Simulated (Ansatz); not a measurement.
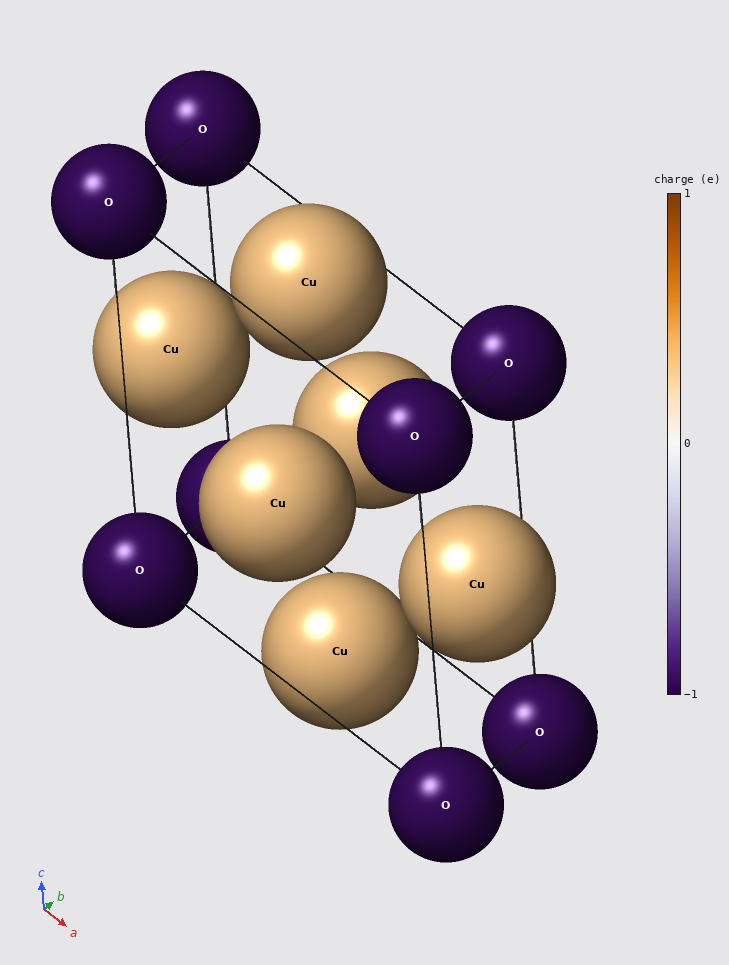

We look at a spheres-only model of the crystal slightly off an axis. Atoms at the boundary of the simulation cell (the box) are drawn once for each face, edge or corner they touch. The atoms of this Cu3O cell are coloured by their Bader charge.

Calculation details: DFT PBE, scalar-relativistic, plane waves, PAW in Ansatz; an energy cutoff of 420 eV, a 14×14×14 grid in reciprocal space, Gaussian smearing of 0.1 eV, no spin polarisation.

### Describe the charge distribution among the elements.

Most positive: Cu; most negative: O. Charges: about Cu +0.3 e; O -0.9 e.

Origin of the cell: a random cell made by a generator, so it need not be a real form of the compound. Earlier steps of the study may have refined or changed the cell and positions. A calculation with Ansatz used it as input.
